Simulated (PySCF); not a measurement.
BFGeH4

Input file:

```
{"job": {"kind": "uv", "xc": "CAM-B3LYP", "basis": "def2-SVPD", "nstates": 8, "ntriplets": 3}, "charge": 0, "multiplicity": 1}
F      1.932388     1.028981    -0.139337
B      1.232961    -0.065709     0.015178
Ge    -0.784073     0.025676    -0.012864
H      1.857426    -1.050505     0.162014
H     -1.431007    -0.483328     1.234249
H     -1.391971     1.373119    -0.216409
H     -1.412390    -0.823330    -1.069908
```

Run with:

```sh
OMP_NUM_THREADS=1 python probes_run.py task.json out
```

Geometry: GFN2-xTB.

Theory: CAM-B3LYP/def2-SVPD, SCF density, gas phase in PySCF.

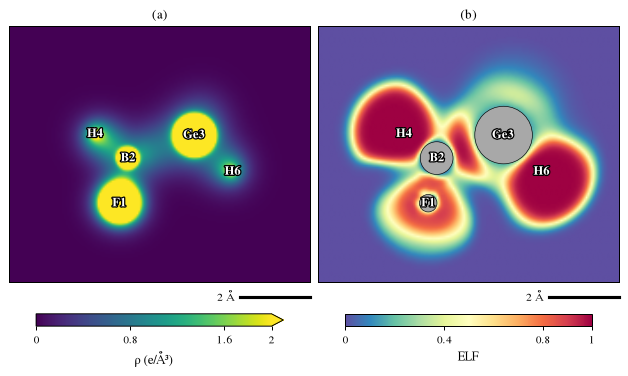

Figure 1. (a) electron density; (b) ELF on the plane of atoms F1, B2 and Ge3. Grey discs cover the atomic cores in the ELF map.

**Read the bonding off the picture.**

The plane passes through F, B, Ge and H nuclei. B–F (1.31 Å): ρ is about 2.3 e/Å³ halfway; the ELF peaks at about 0.85 between the atoms; a shared but strongly polarised pair. Ge–B (2.02 Å): the density is about 0.84 e/Å³ at the midpoint; the ELF peaks at about 1 between the atoms, as expected for a covalent bond. B–H (1.18 Å): the density is about 1.3 e/Å³ at the midpoint; the ELF climbs to about 1 towards the hydrogen, as it does in any bond to H (a covalent bond by its length). Ge–H (1.49 Å): ρ is about 1.2 e/Å³ halfway; the ELF climbs to about 1 towards the hydrogen. The ELF also peaks beside F1, away from the bonds: lone-pair regions.

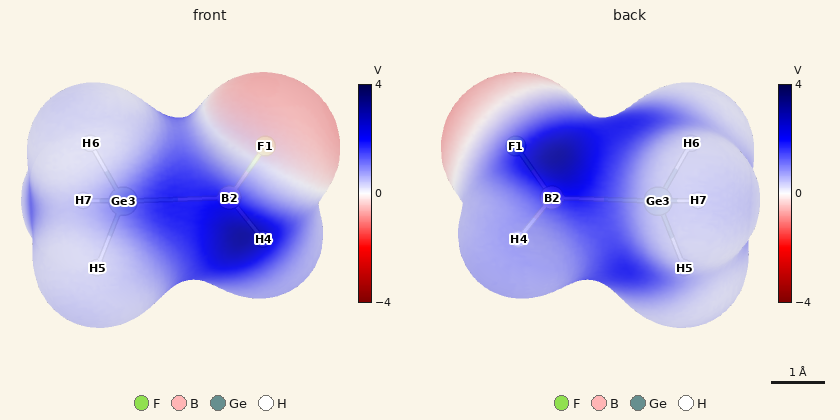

Figure 2. The molecular electrostatic potential painted on the density surface at 0.004 e/bohr³, seen from the front and from behind; red is negative and blue positive.

**Which sites attract a positive test charge, and which a negative one?**

A positive charge is drawn to the negative regions and a negative charge to the positive ones. The most negative region (about −0.6 V, or −14 kcal/mol for a unit charge) lies over F1, the most positive (about +3.0 V, or +69 kcal/mol for a unit charge) over B2.
